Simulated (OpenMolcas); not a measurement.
# Mo²⁺ among point charges: CASSCF levels and susceptibility, part 2 of 2

Aim: the splitting of the states of Mo²⁺ in the field of 6 point charges, its lowest levels with spin-orbit coupling and its magnetic susceptibility.

OpenMolcas 26.06; ANO-RCC-VTZP, DKH2, active space 4 electrons in 5 orbitals (4d), orbitals: per spin and parity. Surroundings: 6 point charges of -1.7 e arranged as an octahedron (Oh), 2.12 Å from the ion. The active orbitals were held to one l.

**6. RASSI: spin-orbit coupling between the states**

Input file a.inp:

```
&RASSI
NrOfJobIphs=3 5 45 50
1 2 3 4 5
1 2 3 4 5 6 7 8 9 10 11 12 13 14 15 16 17 18 19 20 21 22 23 24 25 26 27
28 29 30 31 32 33 34 35 36 37 38 39 40 41 42 43 44 45
1 2 3 4 5 6 7 8 9 10 11 12 13 14 15 16 17 18 19 20 21 22 23 24 25 26 27
28 29 30 31 32 33 34 35 36 37 38 39 40 41 42 43 44 45 46 47 48 49 50
IphNames
JOB001
JOB002
JOB003
EJob
SpinOrbit
DIPRint=1.0
SOCoupling=1000.0
Subsets=2
Property=9
'ANGMOM' 1 'ANGMOM' 2 'ANGMOM' 3 'MLTPL  1' 1 'MLTPL  1' 2 'MLTPL  1' 3
'AMFI' 1 'AMFI' 2 'AMFI' 3
SOProperty=3
'ANGMOM' 1 'ANGMOM' 2 'ANGMOM' 3
```

Command:

```console
$ OMP_NUM_THREADS=1 MOLCAS_MEM=1689 MOLCAS_PROJECT=a pymolcas a.inp > a.log
```

Standard output:

```text
SPIN-FREE ENERGIES:
  (Shifted by EMIN (a.u.) =      -4050.0700959123)

 SF State       Relative EMIN(au)   Rel lowest level(eV)    D:o, cm**(-1)      L_eff

     1             0.0000000000        0.0000000000              0.0000         1.9
     2             0.0000000000        0.0000000000              0.0000         1.9
     6             0.0218402658        0.5943039081           4793.3843         3.8
     7             0.0218402663        0.5943039213           4793.3844         3.8
     8             0.0218402663        0.5943039213           4793.3844         3.8
     3             0.0530977153        1.4448624403          11653.6015         2.0
     4             0.0530977153        1.4448624403          11653.6015         2.0
     5             0.0530977153        1.4448624403          11653.6015         2.0
    51             0.0550720873        1.4985878397          12086.9261         4.6
    52             0.0550720873        1.4985878397          12086.9261         4.6
    53             0.0550720873        1.4985878397          12086.9261         4.6
    54             0.0592883527        1.6133182647          13012.2893         4.9
    55             0.0592883527        1.6133182647          13012.2893         4.9
     9             0.0641526226        1.7456817918          14079.8732         3.7
    10             0.0641526226        1.7456817918          14079.8732         3.7
    11             0.0641526226        1.7456817918          14079.8732         3.7
    12             0.0658864200        1.7928608239          14460.3977         4.7
    13             0.0658864200        1.7928608239          14460.3977         4.7
    14             0.0670535101        1.8246189629          14716.5444         3.7
    15             0.0670535101        1.8246189629          14716.5444         3.7
    16             0.0670535101        1.8246189629          14716.5444         3.7
    17             0.0747685861        2.0345568747          16409.8079         3.9
    18             0.0759373590        2.0663608065          16666.3239         2.9
    56             0.0799711954        2.1761270867          17551.6486         3.8
    19             0.0904994748        2.4626161637          19862.3389         3.2
    20             0.0904994748        2.4626161637          19862.3389         3.2
    57             0.0964364355        2.6241690950          21165.3511         5.1
    58             0.0964364355        2.6241690950          21165.3511         5.1
    59             0.0964364355        2.6241690950          21165.3511         5.1
    60             0.0971327148        2.6431158194          21318.1668         5.7
    61             0.1032185694        2.8087203601          22653.8575         4.7
    62             0.1032185694        2.8087203601          22653.8575         4.7
    63             0.1032185694        2.8087203601          22653.8575         4.7
    21             0.1056284123        2.8742955253          23182.7568         4.1
    22             0.1056284123        2.8742955253          23182.7568         4.1
    23             0.1056284123        2.8742955253          23182.7568         4.1
    64             0.1147439442        3.1223417852          25183.3849         3.3
    65             0.1147439442        3.1223417852          25183.3849         3.3
    25             0.1150090343        3.1295552542          25241.5654         3.6
    26             0.1150090343        3.1295552542          25241.5654         3.6
Eigenvalues of complex Hamiltonian:
   -----------------------------------
  (Shifted by EMIN (a.u.) =      -4050.0700959123)

 SO State       Relative EMIN(au)   Rel lowest level(eV)    D:o, cm**(-1)     J-value

     1            -0.0015137450        0.0000000000              0.0000         2.2
     2            -0.0010915649        0.0114881069             92.6578         2.5
     3            -0.0010915648        0.0114881074             92.6578         2.5
     4            -0.0010915649        0.0114881067             92.6578         1.6
     5            -0.0007050900        0.0220046240            177.4793         2.3
     6            -0.0007050900        0.0220046236            177.4793         2.2
     7            -0.0004522264        0.0288853926            232.9764         2.3
     8            -0.0004522264        0.0288853926            232.9764         2.3
     9            -0.0004522264        0.0288853927            232.9764         2.3
    10            -0.0001928712        0.0359428070            289.8983         2.3
    11             0.0195396085        0.5728909343           4620.6770         3.3
    12             0.0209331232        0.6108104016           4926.5181         3.2
    13             0.0209331232        0.6108104018           4926.5181         3.3
    14             0.0209331235        0.6108104085           4926.5182         3.3
    15             0.0225635348        0.6551761590           5284.3521         3.3
    16             0.0225635347        0.6551761585           5284.3521         2.9
    17             0.0225635349        0.6551761643           5284.3521         2.9
    18             0.0228541903        0.6630853005           5348.1436         3.1
    19             0.0228541906        0.6630853078           5348.1437         2.8
    20             0.0504234302        1.4132825354          11398.8924         2.2
    21             0.0507658037        1.4225989936          11474.0347         2.1
    22             0.0507658037        1.4225989936          11474.0347         2.1
    23             0.0507658037        1.4225989936          11474.0347         1.9
    24             0.0508933907        1.4260708121          11502.0368         2.2
    25             0.0508933907        1.4260708128          11502.0368         1.8
    26             0.0508933907        1.4260708125          11502.0368         2.2
    27             0.0522867073        1.4639848878          11807.8344         2.8
    28             0.0522867073        1.4639848867          11807.8344         2.7
    29             0.0526334901        1.4734213293          11883.9445         2.7
    30             0.0526334901        1.4734213290          11883.9445         2.7
    31             0.0526334901        1.4734213288          11883.9445         2.6
    32             0.0526851546        1.4748271908          11895.2835         2.9
    33             0.0526851546        1.4748271905          11895.2835         3.4
    34             0.0526851546        1.4748271900          11895.2835         3.4
    35             0.0547741107        1.5316705832          12353.7564         3.2
    36             0.0547741107        1.5316705832          12353.7564         3.3
    37             0.0547741107        1.5316705831          12353.7564         3.3
    38             0.0577329374        1.6121843588          13003.1438         3.2
    39             0.0577329374        1.6121843586          13003.1438         4.3
    40             0.0623066289        1.7366408453          14006.9530         3.3
    41             0.0633730794        1.7656604407          14241.0119         3.3
Weights of the five most important spin-orbit-free states for each spin-orbit state.

 SO State  Total energy (au)           Spin-free states, spin, and weights
 -------------------------------------------------------------------------------------------------------
    1        -0.001514       1 2.0  0.4724    2 2.0  0.4724    6 1.0  0.0152    7 1.0  0.0152    8 1.0  0.0152
    2        -0.001092       2 2.0  0.7099    1 2.0  0.2542    8 1.0  0.0147    6 1.0  0.0147    4 2.0  0.0035
    3        -0.001092       2 2.0  0.7327    1 2.0  0.2314    8 1.0  0.0147    7 1.0  0.0147    5 2.0  0.0035
    4        -0.001092       1 2.0  0.9605    6 1.0  0.0147    7 1.0  0.0147    2 2.0  0.0036    3 2.0  0.0035
    5        -0.000705       2 2.0  0.4904    1 2.0  0.4904    8 1.0  0.0089    7 1.0  0.0061    3 2.0  0.0014
    6        -0.000705       2 2.0  0.4904    1 2.0  0.4904    6 1.0  0.0099    7 1.0  0.0041    5 2.0  0.0016
    7        -0.000452       2 2.0  0.9890    6 1.0  0.0040    7 1.0  0.0039    5 2.0  0.0006    4 2.0  0.0006
    8        -0.000452       1 2.0  0.7319    2 2.0  0.2573    6 1.0  0.0040    8 1.0  0.0039    3 2.0  0.0006
    9        -0.000452       1 2.0  0.7517    2 2.0  0.2374    8 1.0  0.0040    7 1.0  0.0040    3 2.0  0.0006
   10        -0.000193       2 2.0  0.4991    1 2.0  0.4991   25 1.0  0.0002   24 1.0  0.0002   26 1.0  0.0002
   11         0.019540       6 1.0  0.3116    8 1.0  0.3116    7 1.0  0.3116    1 2.0  0.0237    2 2.0  0.0237
   12         0.020933       6 1.0  0.4818    7 1.0  0.4810    1 2.0  0.0296   17 1.0  0.0014   11 1.0  0.0009
```

Time for these steps: 20 s (1 thread of Intel Xeon 6975P-C (Granite Rapids), shared host).

Spin-free states, with their symmetry labels:

| state | degeneracy | E (cm-1) | free-ion L (%) |
| --- | --- | --- | --- |
| 5E | 2 | 0 | D (100) |
| 3T1 | 3 | 4793 | H (42) |
| 5T2 | 3 | 11654 | D (100) |
| 1T2 | 3 | 12087 | G (53) |
| 1E | 2 | 13012 | I (64) |
| 3T1 | 3 | 14080 | H (46) |
| 3E | 2 | 14460 | H (88) |
| 3T2 | 3 | 14717 | F (55) |
| 3A1 | 1 | 16410 | G (100) |
| 3A2 | 1 | 16666 | F (100) |
| 1A1 | 1 | 17552 | G (41) |
| 3E | 2 | 19862 | G (56) |
| 1T2 | 3 | 21165 | I (61) |
| 1A2 | 1 | 21318 | I (92) |
| 1T1 | 3 | 22654 | G (44) |
| 3T1 | 3 | 23183 | H (42) |
| 1E | 2 | 25183 | D (54) |
| 3T2 | 3 | 25242 | G (29) |
| 3T1 | 3 | 28155 | F (45) |
| 3T2 | 3 | 28954 | F (38) |
| 3E | 2 | 29324 | D (53) |
| 3T2 | 3 | 32917 | G (50) |
| 1T2 | 3 | 33076 | I (85) |
| 1A1 | 1 | 33647 | G (42) |

With spin-orbit coupling:

```
E (cm-1)  Degeneracy  Label  2S+1
     0.0           1     A1     5
    92.7           3     T1     5
   177.5           2      E     5
   233.0           3     T2     5
   289.9           1     A2     5
    4621           1     A1     3
    4927           3     T1     3
    5284           3     T2     3
    5348           2      E     3
   11399           1     A1     5
   11474           3     T1     5
   11502           3     T2     5
   11808           2      E     5
   11884           3     T1     5
   11895           3     T2     1
   12354           3     T2     5
   13003           2      E     1
   14007           1     A1     3
   14241           3     T1     3
   14680           3     T1     3
   14773           2      E     3
   14783           3     T2     3
   14904           3     T2     3
   15081           3     T1     3
```

The table of states holds 24 of 43 computed; the rest, higher up, is left out.

Powder χT (cm³ K/mol): 0.08 at 2 K, 0.20 at 5 K, 0.39 at 10 K, 0.78 at 20 K, 1.72 at 50 K, 2.35 at 100 K, 2.56 at 150 K, 2.66 at 200 K, 2.71 at 250 K, 2.74 at 300 K.

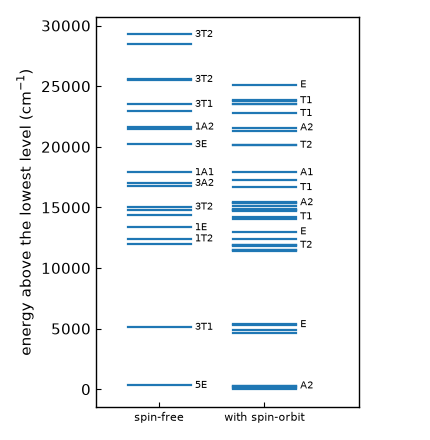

The states in the field without (left) and with (right) spin-orbit coupling.

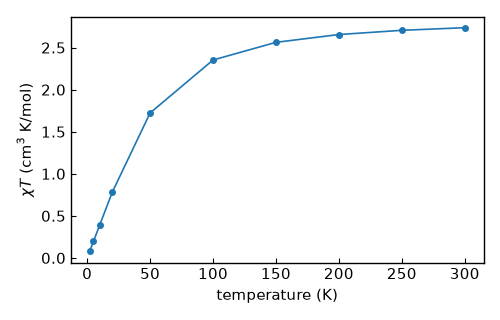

χT against temperature.

Orbitals of the lowest block (energies include the constant potential of the surroundings):

| shell | space | energy (hartree) | mean occupation | ⟨r²⟩ (bohr²) |
| --- | --- | --- | --- | --- |
| 1s | inactive | -736.8959 | 2.000 | 0.00163 |
| 2s | inactive | -105.3240 | 2.000 | 0.0277 |
| 2p | inactive | -93.7792 | 6.000 | 0.0219 |
| 3s | inactive | -17.6356 | 2.000 | 0.208 |
| 3p | inactive | -13.7379 | 6.000 | 0.213 |
| 3d | inactive | -7.3791 | 10.000 | 0.206 |
| 4s | inactive | -1.1085 | 2.000 | 1.40 |
| 4p | inactive | 0.0487 | 6.000 | 1.73 |
| 4d | RAS2 |  | 4.000 | 4.09 |

**7. Outcome**

What follows sums up all 2 parts.

| quantity | value |
| --- | --- |
| method | CASSCF |
| spin-free ground state | 5E, 2-fold in its orbital part |
| first state of the same spin within the active space | 5T2 at 11700 cm⁻¹ |
| lowest level | 1-fold A1 |
| next level | 92.7 cm⁻¹ |
| χT at 300 K | 2.74 cm³ K/mol |
| effective moment at 300 K | 4.68 μB |

In words: The spin-free ground state (5E) comes to 100 % from free-ion D terms and keeps the highest spin of the shell. χT at 300 K is 2.74, against 3.01 cm³ K/mol for the spin alone, so spin-orbit coupling lowers it. An active space of the d shell alone favours high spin; real ions in strong fields can be low spin. An orbital doublet at a regular site is open to a Jahn-Teller distortion, which this geometry leaves out. The field of point charges can differ much from that of real complexes. With metal d orbitals alone active, the gaps between spin states are rough; where two lie within a few thousand cm-1, their order is open. Point charges carry no covalency, so the field is a model and not that of real ligands.
